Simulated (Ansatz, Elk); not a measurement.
# Bonding as seen by X-rays: LaInSi3

Structure refinements treat a crystal as free atoms side by side. For a made-up structure of LaInSi3 (cell and positions from a PBE relaxation) the runs below show what the calculated density changes in F(hkl).

Program: Elk 11.2.3 (patched build). Level of theory: DFT, PBE, all-electron APW+lo, Dirac cores, scalar-relativistic bands, static density, no spin. Results are calculated unless marked as measured.

The structure was built from a prototype and need not be the compound's stable phase.

## 1. The structure

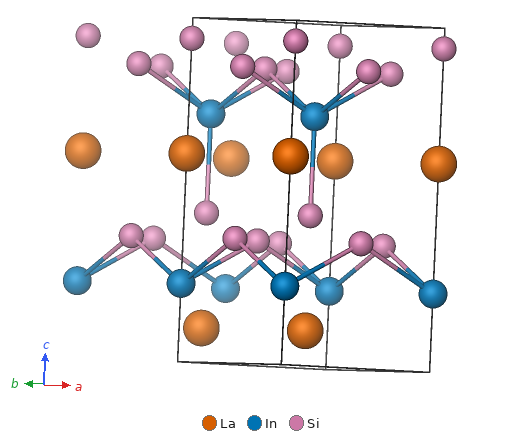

The starting structure, seen slightly off an axis (lanthanum orange, indium blue, silicon pink). 1×2×1 cells are drawn. This picture shows the conventional cell, with its axes. Some periodic images of atoms are drawn too.

## 2. Ground state and structure factors

An all-electron density is needed, since X-rays see the cores too. Task 0 finds the density and task 195 Fourier-transforms it; tshift is off so that phases refer to the origin typed.

Input file elk.in:

```
tasks
  0
  195

xctype
  20

spinpol
  .false.

rgkmax
  7.0

gmaxvr
  14.0

lmaxo
  7

lmaxapw
  8

swidth
  0.002

tshift
  .false.

ramdisk
  .false.

hmaxvr
  5.5

maxscl
  120

epspot
  1e-06

sppath
  './'

avec
  -4.58529017963 4.58529017963 8.72303606142
  4.58529017963 -4.58529017963 8.72303606142
  4.58529017963 4.58529017963 -8.72303606142

atoms
  3
  'La.in'
  1
  0.6053977132 0.6053977132 0.0000000000   0.000000 0.000000 0.000000
  'In.in'
  1
  0.2275857938 0.2275857938 0.0000000000   0.000000 0.000000 0.000000
  'Si.in'
  3
  -0.0601347807 -0.0601347807 -0.0000000000   0.000000 0.000000 0.000000
  0.8623756368 0.3623756368 0.5000000000   0.000000 0.000000 0.000000
  0.3623756368 0.8623756368 0.5000000000   0.000000 0.000000 0.000000

ngridk
  7 7 7
```

On the command line:

```bash
> OMP_NUM_THREADS=4 elk
```

Numbers of over 12 decimals in the logs are rounded to 6 here.

The log of the run:

```text
┌─────────────────────────┐
│ Elk code version 11.2.3 │
└─────────────────────────┘

All units are atomic (Hartree, Bohr, etc.)

┌─────────────────────────────────────────────────┐
│ Ground-state run starting from atomic densities │
└─────────────────────────────────────────────────┘

Lattice vectors :
  -4.585290180       4.585290180       8.723036061
   4.585290180      -4.585290180       8.723036061
   4.585290180       4.585290180      -8.723036061

Reciprocal lattice vectors :
  0.2262258458E-16  0.6851458753      0.3601489930
  0.6851458753      0.2262258458E-16  0.3601489930
  0.6851458753      0.6851458753      0.1740149280E-17

Unit cell volume      :    733.6033562
Brillouin zone volume :   0.3381257888

Muffin-tin inner radius fraction :   0.1000000000E-01

Nuclei treated as point charges

Species : 1 (La)
 parameters loaded from : La.in
 name : lanthanum
 nuclear charge    :   -57.00000000
 electronic charge :    57.00000000
 atomic mass :    253209.2366
 muffin-tin radius :    2.800000000
 number of radial points in muffin-tin :   1393
 inner part over the whole radius :   0.9924947902E-02
 number on inner part of muffin-tin    :    996
 approximate nuclear radius :   0.9226798129E-04
 number of mesh points to nuclear radius :    505
 atomic positions (lattice), magnetic fields (Cartesian) :
  1 :   0.60539771  0.60539771  0.00000000    0.00000000  0.00000000  0.00000000

Species : 2 (In)
 parameters loaded from : In.in
 name : indium
 nuclear charge    :   -49.00000000
 electronic charge :    49.00000000
 atomic mass :    209300.4102
 muffin-tin radius :    2.600000000
 number of radial points in muffin-tin :   1193
 inner part over the whole radius :   0.9943151076E-02
 number on inner part of muffin-tin    :    850
 approximate nuclear radius :   0.8768807633E-04
 number of mesh points to nuclear radius :    427
 atomic positions (lattice), magnetic fields (Cartesian) :
  1 :   0.22758579  0.22758579  0.00000000    0.00000000  0.00000000  0.00000000

Species : 3 (Si)
 parameters loaded from : Si.in
 name : silicon
 nuclear charge    :   -14.00000000
 electronic charge :    14.00000000
 atomic mass :    51196.73458
 muffin-tin radius :    2.200000000
 number of radial points in muffin-tin :    793
 inner part over the whole radius :   0.9899632250E-02
 number on inner part of muffin-tin    :    553
 approximate nuclear radius :   0.5963282101E-04
 number of mesh points to nuclear radius :    246
 atomic positions (lattice), magnetic fields (Cartesian) :
  1 :   0.93986522  0.93986522  0.00000000    0.00000000  0.00000000  0.00000000
  2 :   0.86237564  0.36237564  0.50000000    0.00000000  0.00000000  0.00000000
  3 :   0.36237564  0.86237564  0.50000000    0.00000000  0.00000000  0.00000000

Total number of atoms per unit cell :    5
Total muffin-tin volume :    299.3812135
 ratio of muffin-tin to unit cell volume :   0.4080968428

Spin treatment :
 spin-unpolarised

Number of Bravais lattice symmetries :   16
Number of crystal symmetries         :    8
Crystal has no inversion symmetry
Complex Hermitian eigensolver will be used

k-point grid :      7     7     7
k-point offset :    0.000000000       0.000000000       0.000000000
k-point set is reduced with full crystal symmetry group
Total number of k-points :       70

Muffin-tin radius times maximum |G+k| :    7.000000000
 using average radius
Maximum |G+k| for APW functions       :    2.916666667
Maximum (1/2)|G+k|²                   :    4.253472222
Maximum |G| for potential and density :    14.00000000
Constant for pseudocharge density :   10
 order of it for each species :   17  17  17
 order of it for pair densities of each species (exact exchange by exxq0 0: 18) :   13  11   7
Radial integration step length :    1

G-vector grid sizes :     49    49    49
Number of G-vectors :    34031

Maximum angular momentum used for
 APW functions            :    8
 outer part of muffin-tin :    7
 inner part of muffin-tin :    2

Total nuclear charge    :   -148.0000000
[...]
Density of states at Fermi energy :    40.01898909
 (states/Hartree/unit cell)

Estimated indirect band gap :   0.1969091990E-02
 from k-point 9 to k-point 61
Estimated direct band gap   :   0.7755788225E-02
 at k-point 55

Charges :
 core                        :    106.0000000
 valence                     :    42.00000000
 interstitial                :    9.476513855
 muffin-tins (core leakage)
  species : 1 (La)
   atom 1                    :    54.41215832     (  0.2220608005E-03)
  species : 2 (In)
[...]
species : 3 (Si)
[...]
total in muffin-tins        :    138.5234861
 total calculated charge     :    147.9953498
 total charge                :    148.0000000
 error                       :   0.4650195478E-02

RMS change in Kohn-Sham potential (target) :   0.3989838358     (  0.1000000000E-05)
Absolute change in total energy (target)   :    1.289466703     (  0.1000000000E-03)

[... loops 3 to 14 left out ...]

┌──────────────────┐
│ Loop number : 15 │
└──────────────────┘

Energies :
 Fermi                       :     0.298776
 sum of occupied eigenvalues :     -9255.6497816685
 electron kinetic            :      16146.981291027
 core electron kinetic       :      15866.417919043
 Coulomb                     :     -30971.209812780
 Coulomb potential           :     -24846.285576256
 nuclear-nuclear             :     -1463.8692395022
 electron-nuclear            :     -34194.800340804
 Hartree                     :      4687.4597675266
 Madelung                    :     -18548.067024652
 xc potential                :     -556.34549643905
 exchange                    :     -419.36289012433
 correlation                 :     -7.459040
 electron entropic           :    -0.44824397838785E-03
 total energy                :     -15251.050900403

Density of states at Fermi energy :    32.88073570
 (states/Hartree/unit cell)

Estimated indirect band gap :   0.1438775570E-03
 from k-point 41 to k-point 9
Estimated direct band gap   :   0.7298916975E-02
 at k-point 67

Charges :
 core                        :    106.0000000
 valence                     :    42.00000000
 interstitial                :    9.443081167
 muffin-tins (core leakage)
  species : 1 (La)
[...]
species : 2 (In)
[...]
species : 3 (Si)
[...]
total in muffin-tins        :    138.5569188
 total calculated charge     :    147.9954839
 total charge                :    148.0000000
 error                       :   0.4516101037E-02

RMS change in Kohn-Sham potential (target) :   0.5155039078E-07 (  0.1000000000E-05)
Absolute change in total energy (target)   :   0.5492290620E-04 (  0.1000000000E-03)

Convergence targets achieved

┌──────────────────┐
│ Loop number : 16 │
└──────────────────┘

Energies :
 Fermi                       :     0.298776
 sum of occupied eigenvalues :     -9255.6497775682
 electron kinetic            :      16146.981295409
 core electron kinetic       :      15866.417922262
 Coulomb                     :     -30971.209814741
 Coulomb potential           :     -24846.285576390
 nuclear-nuclear             :     -1463.8692395022
 electron-nuclear            :     -34194.800344367
 Hartree                     :      4687.4597691284
 Madelung                    :     -18548.067026546
 xc potential                :     -556.34549658719
 exchange                    :     -419.36289018027
 correlation                 :     -7.459040
 electron entropic           :    -0.44824399619195E-03
 total energy                :     -15251.050898036

Density of states at Fermi energy :    32.88073660
 (states/Hartree/unit cell)

Estimated indirect band gap :   0.1438790502E-03
 from k-point 41 to k-point 9
Estimated direct band gap   :   0.7298916491E-02
 at k-point 63

Charges :
 core                        :    106.0000000
 valence                     :    42.00000000
 interstitial                :    9.443081091
 muffin-tins (core leakage)
  species : 1 (La)
[...]
species : 2 (In)
[...]
species : 3 (Si)
   atom 1                    :    12.19008636     (  0.1328596949E-02)
   atom 2                    :    12.16851601     (  0.1329582564E-02)
   atom 3                    :    12.16851601     (  0.1329582564E-02)
 total in muffin-tins        :    138.5569189
 total calculated charge     :    147.9954839
 total charge                :    148.0000000
 error                       :   0.4516101002E-02

┌──────────────────────────────┐
│ Self-consistent loop stopped │
└──────────────────────────────┘

Warning : core states of species 1 leak from the muffin-tin :   0.2166389200E-03

Warning : core states of species 2 leak from the muffin-tin :   0.1303716701E-03

Warning : core states of species 3 leak from the muffin-tin :   0.1329582564E-02

Wrote STATE.OUT
```

It took 58 s on 4 threads of Arm Neoverse V2, shared host; peak memory 0.21 GiB; 3.1 min of CPU time.

SFACRHO.OUT:

```text

h k l indices transformed by vhmat matrix:
   1.000000000       0.000000000       0.000000000    
   0.000000000       1.000000000       0.000000000    
   0.000000000       0.000000000       1.000000000    

      h      k      l  multipl.   |H|            Re(F)            Im(F)           |F|

      0      0      0      1   0.0000000       148.00000      0.40558254E-15   148.00000    
      1      1     -1      1  0.72029799      -25.861806       30.350115       39.874334    
     -1     -1      1      1  0.72029799      -25.861806      -30.350115       39.874334    
     -1      0      1      4  0.77403628      -22.954751      -8.4792090       24.470750    
      0      1      0      4  0.77403628      -22.954751       8.4792090       24.470750    
      0      0     -1      4  0.96894259       80.688600      0.45431747E-14   80.688600    
     -2      0      1      4   1.2073437      -17.227556      -69.273920       71.383925    
      1      1     -2      4   1.2073437      -17.227556       69.273920       71.383925    
      1      2     -2      4   1.2793712       6.1713609      -87.119935       87.338243    
     -2     -1      1      4   1.2793712       6.1713609       87.119935       87.338243    
     -1      1     -1      4   1.3702918       112.85712      0.67646233E-14   112.85712    
     -2     -2      2      1   1.4405960      -23.364482       3.2597081       23.590776    
      2      2     -2      1   1.4405960      -23.364482      -3.2597081       23.590776    
      0      2     -2      4   1.5480726      -21.890957       28.228379       35.721917    
     -2      0      0      4   1.5480726      -21.890957      -28.228379       35.721917    
     -2      1      1      8   1.5737953      -20.227915      -7.3195503       21.511493    
      2     -1     -1      8   1.5737953      -20.227915       7.3195503       21.511493    
     -2     -2      3      4   1.7361355       10.793562       13.572897       17.341410
```

Elk indexes on the primitive cell of elk.in and gives |H| = 4π sin θ/λ in inverse bohr. Below, one row stands for each form hkl of the conventional cell (m members, Friedel mates merged), F is for one primitive cell and the density is static (no thermal factor). Free-atom factors are Waasmaier and Kirfel's, and R is Σm||F|−|F'||/Σm|F|.

| hkl | m | sin θ/λ (Å⁻¹) | abs F, DFT | neutral atoms | diff. | abs of complex diff. |
| --- | --- | --- | --- | --- | --- | --- |
| 002 | 2 | 0.108 | 39.874 | 40.142 | -0.268 | 0.358 |
| 101 | 8 | 0.116 | 24.471 | 24.531 | -0.060 | 0.119 |
| 110 | 4 | 0.146 | 80.689 | 80.796 | -0.107 | 0.107 |
| 112 | 8 | 0.182 | 71.384 | 71.423 | -0.039 | 0.094 |
| 103 | 8 | 0.192 | 87.338 | 87.499 | -0.161 | 0.161 |
| 200 | 4 | 0.206 | 112.857 | 112.802 | +0.055 | 0.055 |
| 004 | 2 | 0.217 | 23.591 | 23.688 | -0.097 | 0.097 |
| 202 | 8 | 0.233 | 35.722 | 35.651 | +0.071 | 0.191 |
| 211 | 16 | 0.237 | 21.511 | 21.467 | +0.045 | 0.156 |
| 114 | 8 | 0.261 | 17.341 | 17.786 | -0.444 | 0.457 |
| 213 | 16 | 0.282 | 76.417 | 76.543 | -0.126 | 0.127 |
| 105 | 8 | 0.290 | 64.071 | 64.105 | -0.035 | 0.097 |
| 220 | 4 | 0.291 | 98.876 | 99.153 | -0.277 | 0.277 |
| 204 | 8 | 0.299 | 21.088 | 21.085 | +0.002 | 0.091 |
| 222 | 8 | 0.311 | 31.962 | 31.795 | +0.167 | 0.239 |
| 301 | 8 | 0.314 | 19.213 | 19.231 | -0.018 | 0.023 |
| 006 | 2 | 0.325 | 45.432 | 45.309 | +0.123 | 0.141 |
| 310 | 8 | 0.326 | 62.668 | 62.620 | +0.048 | 0.048 |

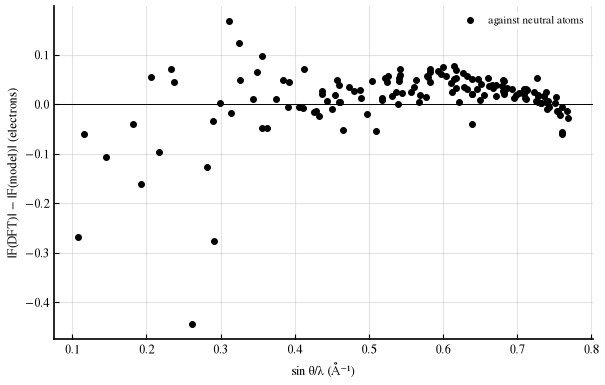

Difference between the calculated structure factors and the independent-atom ones.

## 3. The highest occupied states alone

An energy window below the Fermi level keeps the highest occupied states, to see at which angles they scatter; shallow core shells can lie inside it and anion s states outside. No new self-consistency is needed.

Edit elk.in of step 2 so:

```diff
@@ -1,3 +1,2 @@
 tasks
-  0
   195
@@ -40,2 +39,5 @@
 
+wsfac
+  -0.252460 0.598780
+
 sppath
```

On the command line:

```bash
> OMP_NUM_THREADS=4 elk
```

The log of the run:

```text
┌─────────────────────────────────┐
│ Elk code version 11.2.3 started │
└─────────────────────────────────┘

Info(readinput): the functional depends on the density's gradient
 muffin-tin radial points multiplied by    2.00000
 (not where nrmtscf is given)

┌────────────────────┐
│ Current task : 195 │
└────────────────────┘

Info(sfacrho): density structure factors written to SFACRHO.OUT

 Energy window :  -0.2524600000      0.5987800000

┌──────────────────┐
│ Elk code stopped │
└──────────────────┘
```

The job ended after 14 s (4 threads; peak memory 0.16 GiB; 19 s of CPU time).

States within 15 eV below the Fermi level hold 28.00 electrons; any levels below the window count with the cores. Their amplitudes can exceed the total, where window and core parts have opposite phase:

| hkl | sin θ/λ (Å⁻¹) | abs F, window | abs F, all |
| --- | --- | --- | --- |
| 002 | 0.108 | 8.845 | 39.874 |
| 101 | 0.116 | 8.716 | 24.471 |
| 110 | 0.146 | 7.146 | 80.689 |
| 112 | 0.182 | 6.507 | 71.384 |
| 103 | 0.192 | 6.894 | 87.338 |
| 200 | 0.206 | 7.538 | 112.857 |
| 004 | 0.217 | 5.303 | 23.591 |
| 202 | 0.233 | 4.957 | 35.722 |
| 211 | 0.237 | 4.898 | 21.511 |
| 114 | 0.261 | 4.072 | 17.341 |

## 4. Another functional

The difference from free atoms is small, so it is set against the change that LDA (Perdew-Wang) makes.

Edit elk.in of step 3 so:

```diff
@@ -1,2 +1,3 @@
 tasks
+  0
   195
@@ -4,3 +5,3 @@
 xctype
-  20
+  3
 
@@ -39,5 +40,2 @@
 
-wsfac
-  -0.252460 0.598780
-
 sppath
```

On the command line:

```bash
> OMP_NUM_THREADS=4 elk
```

The log of the run:

```text
┌─────────────────────────┐
│ Elk code version 11.2.3 │
└─────────────────────────┘

All units are atomic (Hartree, Bohr, etc.)

┌─────────────────────────────────────────────────┐
│ Ground-state run starting from atomic densities │
└─────────────────────────────────────────────────┘

Lattice vectors :
  -4.585290180       4.585290180       8.723036061
   4.585290180      -4.585290180       8.723036061
   4.585290180       4.585290180      -8.723036061

Reciprocal lattice vectors :
  0.2262258458E-16  0.6851458753      0.3601489930
[...]
atom 3                    :    12.17650768     (  0.1353688434E-02)
 total in muffin-tins        :    138.6266553
 total calculated charge     :    147.9954136
 total charge                :    148.0000000
 error                       :   0.4586418197E-02

┌──────────────────────────────┐
│ Self-consistent loop stopped │
└──────────────────────────────┘

Warning : core states of species 1 leak from the muffin-tin :   0.2172579961E-03

Warning : core states of species 2 leak from the muffin-tin :   0.1283918745E-03

Warning : core states of species 3 leak from the muffin-tin :   0.1354447064E-02

Wrote STATE.OUT
[key lines of the parts left out:]
total energy                :     -15236.509688373
```

Elapsed: 42 s, on 4 threads; peak memory 0.16 GiB.

Against the first run R = 0.04 %; the largest change is -0.046 at 0 0 12.

## 5. Basis size

A smaller basis shows how fast F responds to it; the change is likely larger than the basis error of the first run, but doesn't show convergence.

Edit elk.in of step 4 so:

```diff
@@ -5,3 +5,3 @@
 xctype
-  3
+  20
 
@@ -11,3 +11,3 @@
 rgkmax
-  7.0
+  5.5
```

On the command line:

```bash
> OMP_NUM_THREADS=4 elk
```

The log of the run:

```text
┌─────────────────────────┐
│ Elk code version 11.2.3 │
└─────────────────────────┘

All units are atomic (Hartree, Bohr, etc.)

┌─────────────────────────────────────────────────┐
│ Ground-state run starting from atomic densities │
└─────────────────────────────────────────────────┘

Lattice vectors :
  -4.585290180       4.585290180       8.723036061
   4.585290180      -4.585290180       8.723036061
   4.585290180       4.585290180      -8.723036061

Reciprocal lattice vectors :
  0.2262258458E-16  0.6851458753      0.3601489930
[...]
atom 3                    :    12.15680024     (  0.1326472116E-02)
 total in muffin-tins        :    138.4783894
 total calculated charge     :    147.9954971
 total charge                :    148.0000000
 error                       :   0.4502869834E-02

┌──────────────────────────────┐
│ Self-consistent loop stopped │
└──────────────────────────────┘

Warning : core states of species 1 leak from the muffin-tin :   0.2165649058E-03

Warning : core states of species 2 leak from the muffin-tin :   0.1309824004E-03

Warning : core states of species 3 leak from the muffin-tin :   0.1326472116E-02

Wrote STATE.OUT
[key lines of the parts left out:]
total energy                :     -15251.000280202
```

Wall time 40 s (4 threads); peak memory 0.21 GiB.

Against the first run R = 0.01 %; the largest change is +0.028 at 303.

## 6. Settings against the effect

| run | R against the first run (%) | R against neutral atoms, low angle (%) | wall time |
| --- | --- | --- | --- |
| PBE, rgkmax 7 | 0.00 | 0.22 | 58 s |
| LDA (Perdew-Wang) | 0.04 | 0.21 | 42 s |
| rgkmax 5.5 | 0.01 | 0.22 | 40 s |

## 7. Summary of results

```yaml
r_against_neutral_atoms_sin_theta_lambda_0p3_a_minus1: 0.22 %
r_against_neutral_atoms_0p3_to_0p77_a_minus1: 0.09 %
```

Independent neutral atoms miss the calculated amplitudes by R = 0.22 % below 0.3 Å⁻¹ and 0.09 % from there to 0.77 Å⁻¹; by shells, 0.24 % below 0.15 Å⁻¹ (3 forms), 0.21 % 0.15 to 0.3 (11 forms), 0.09 % 0.3 to 0.45 (22 forms), 0.09 % above 0.45 (113 forms). Bonding, aspherical density and the tables' own atoms all enter these figures, and the runs don't part them. The largest change of an amplitude is -0.44 electrons, at 114. R counts amplitudes alone; phases shift too. The window's part falls from 28.0 electrons at the origin to at most 0.90 between 0.45 and 0.77 Å⁻¹, where compact states inside the window still scatter. The window holds more than the 18 outer electrons of the free atoms, so shallow core shells lie inside it. Below 0.3 Å⁻¹ the changes that finished (LDA (Perdew-Wang) and rgkmax 5.5) move F by R = 0.03 % at most, against the 0.22 % that separates it from free atoms. The k-mesh has no finished test. Part of the difference isn't bonding: the tables are fits to free atoms and ions calculated by other methods than this functional. Thermal motion, anomalous dispersion and extinction are left out.

[Logs are printed without paths, hosts, clocks, repeated set-up lines and the standing remarks that a program may print on its own settings, such as how far it seeks lower states.]

[Hosts, paths, dates, database ids (printed as entryN), source tags and the programs' standing remarks are cut or masked in the printed files.]
